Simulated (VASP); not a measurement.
Band structure of KMgH3 (space group Pm-3m). Calculation: r2SCAN meta-GGA, VASP's PBE PAW potentials (set 64) (plane waves; VASP).

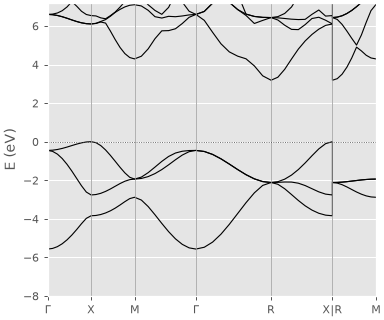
*Bands along high-symmetry lines, zero at the valence-band maximum or, without a gap, the Fermi level*

Question: Read the plot: is there a gap, and where are the band edges?

Answer: The gap is indirect, 3.19 eV, from the valence maximum at X to the conduction minimum at R.

The structure comes from a computed database's KMgH3 entry (Pm-3m); how it stands against other phases isn't given here. It was relaxed first.
